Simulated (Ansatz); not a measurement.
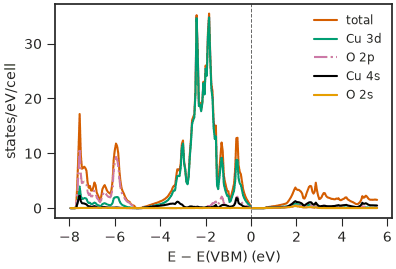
*Total and projected density of states of Cu2O in space group Pn-3m (No. 224; Cu on 4c, O on 2a), DFT-PBEsol in the program Ansatz with PAW potentials*

Which orbitals carry the states next to the gap?

Top 1 eV of the valence band: Cu 3d 69 %, O 2p 17 %, Cu 4s 12 %. Bottom 1 eV of the conduction band: Cu 3d 40 %, Cu 4s 23 %, O 2s 18 %, O 2p 11 %, outside the projected shells 8 %. Projections are on Löwdin-orthogonalised atomic valence shells; empty p or d shells of many metals are not among them.

Where is the tallest occupied peak in this window, and what makes it?

Near -1.8 eV, about 35 states/eV per cell; the largest projected share is Cu 3d.

The cell was relaxed with PBEsol under the symmetry of its start. No spin polarisation was allowed. No Hubbard U is applied.

Potentials: the later of the program's two PAW sets.
